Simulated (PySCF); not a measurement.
**C2H10O3Si3 (SMILES CC[SiH]1O[SiH2]O[SiH2]O1): density, localisation and related maps**

```xyz
18

C     2.8604   -0.0637    0.2887
C     1.7710   -0.6674   -0.5902
Si    0.2922    0.4920   -0.7848
O    -0.7813   -0.1762   -1.8138
Si   -2.3772   -0.4287   -1.6581
O    -2.8364   -0.0215   -0.1532
Si   -1.9812    0.5450    1.1067
O    -0.4264    0.7060    0.6621
H     2.4669    0.1670    1.2749
H     3.2315    0.8593   -0.1489
H     3.6982   -0.7499    0.4012
H     1.4584   -1.6228   -0.1634
H     2.1872   -0.8859   -1.5735
H     0.5705    1.8297   -1.2995
H    -3.0543    0.4844   -2.5640
H    -2.5862   -1.8605   -1.7967
H    -2.0100   -0.4758    2.1416
H    -2.4920    1.8752    1.3945
```

Geometry: GFN2-xTB.

These are results of PySCF 2.14.0, PBE0/pcSseg-1, SCF density, gas phase, non-relativistic, not measurements.

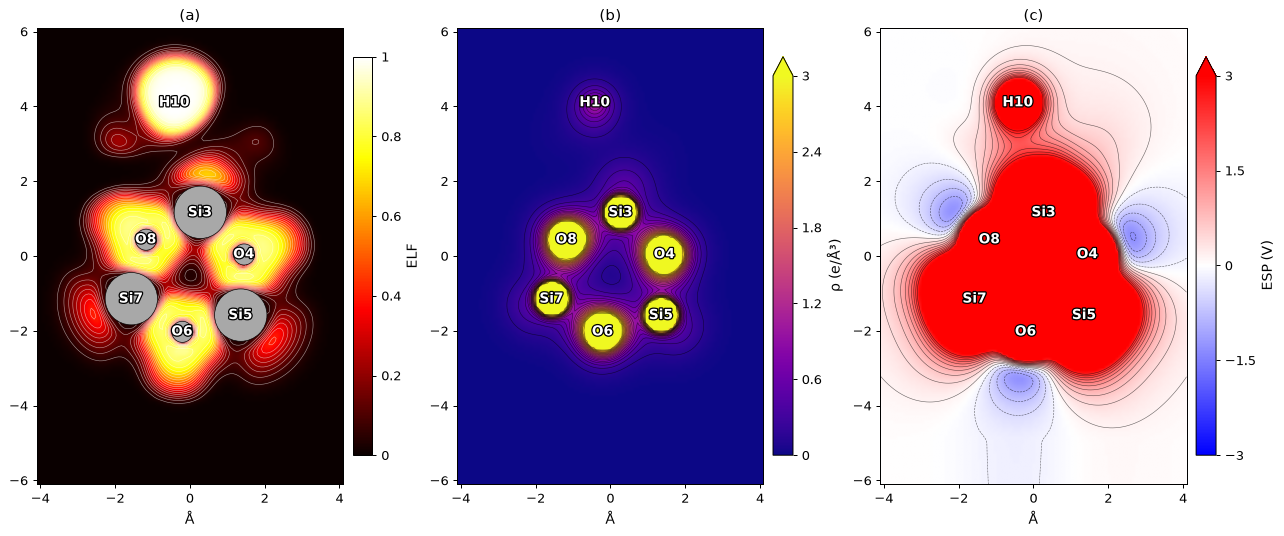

Figure 1. (a) ELF; (b) total electron density; (c) electrostatic potential on the plane of atoms Si5, O6 and Si7. Grey discs cover the atomic cores in the ELF map.

### What does the map show?

- Atoms in the plane: Si, O and H.
- Si–O (1.62 Å): the density is about 1.2 e/Å³ at the midpoint; the ELF peaks at about 0.85 between the atoms, as expected for a polar covalent bond.
- The ELF also peaks beside O6, O4 and O8, away from the bonds: lone-pair regions.
- Outside the dense part of the molecule the potential is most negative (−1.3 V) near O4.

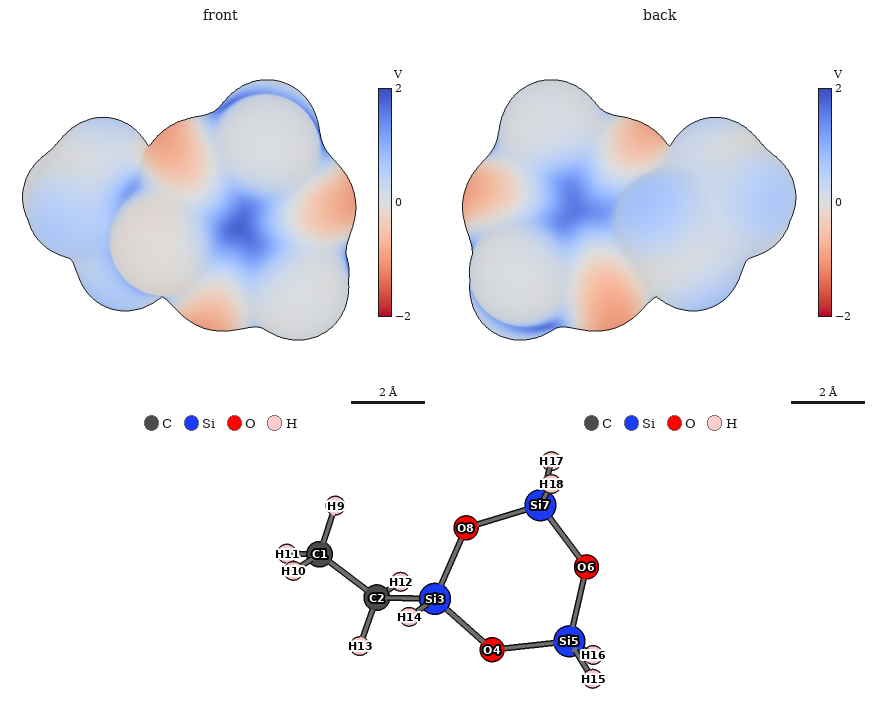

Figure 2. The electrostatic potential painted on the density surface at 0.002 e/bohr³, seen from the front and from behind; red is negative and blue positive. The bare structure is drawn below in the same view.

### Where is the surface potential most negative and most positive?

The most negative region (about −0.9 V) lies over O4, O6 and O8, the most positive (about +1.6 V) over Si3, Si5 and Si7.

### What dipole moment does the calculation give?

Its dipole moment is 0.61 D.
